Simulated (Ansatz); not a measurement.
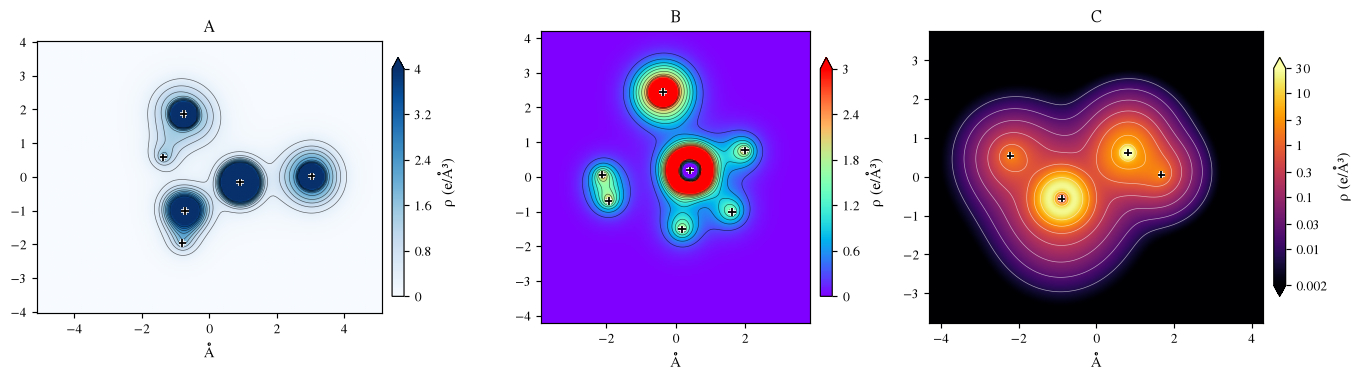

The electron density of 3 systems, each on a plane through atoms (crosses mark nuclei in the plane).

Theory: RKS PBE/def2-SVP (Ansatz 0.2.0).

System 1: ClH$_{3}$OSZn, the plane of atoms Cl4, Zn1 and S5. 

```yaml
atoms:
  - { symbol: Zn, position_ang: [0.1748, 0.0138, 0.0868] }
  - { symbol: O, position_ang: [-0.1306, -0.1379, 1.8957] }
  - { symbol: H, position_ang: [-1.0373, -0.1922, 2.2465] }
  - { symbol: Cl, position_ang: [-0.2578, -0.1249, -1.9904] }
  - { symbol: S, position_ang: [2.4879, 0.7346, 1.1003] }
  - { symbol: H, position_ang: [2.9254, -0.5536, 1.1695] }
  - { symbol: H, position_ang: [1.4639, 0.4921, 2.0448] }
```

System 2: ClFH$_{4}$OW···H$_{2}$, the plane of atoms H5, W1 and Cl9. Core potentials replace the inner electrons of W.

```xyz
10

W    -0.0723    0.5705    0.3158
O    -0.5388    0.1645    2.0495
H    -0.6837   -0.4572    2.7829
H     2.0047   -0.7664    0.7742
H    -1.4559    1.4540   -0.0495
H    -1.3786   -0.3493   -0.2985
H    -0.1270   -1.1348    0.0791
F     0.6567    0.4872   -1.3927
Cl    1.0803    2.6200    0.7426
H     2.2922   -0.0706    0.9682
```

System 3: H$_{5}$NSn···H$_{2}$, the plane of atoms Sn1, N6 and H7. Core potentials replace the inner electrons of Sn.

```xyz
9

Sn   -0.6097    0.0641   -0.7629
H    -0.2508   -0.1590    3.4738
H     0.9366   -0.0886    0.0218
H    -0.7084    1.5839   -1.5754
H    -0.8487   -1.2596   -1.8449
N    -2.2478    0.0251    0.5144
H    -2.2832   -0.8402    1.0698
H    -2.2264    0.8016    1.1891
H    -0.6904   -0.1273    2.8430
```

Question: Match each panel to its system.

Answer: Panel A is system 1, ClH$_{3}$OSZn: the plane holds Zn, O, H, Cl and S. Zn–O (1.84 Å): ρ is about 0.72 e/Å³ halfway. Panel B is system 2, ClFH$_{4}$OW···H$_{2}$: the plane holds W, H and Cl. W1···H4 (2.51 Å): the density falls to about 0.15 e/Å³ on the way. Panel C is system 3, H$_{5}$NSn···H$_{2}$: the plane holds Sn, H and N. Sn–N (2.08 Å): the density is about 0.67 e/Å³ at the midpoint.
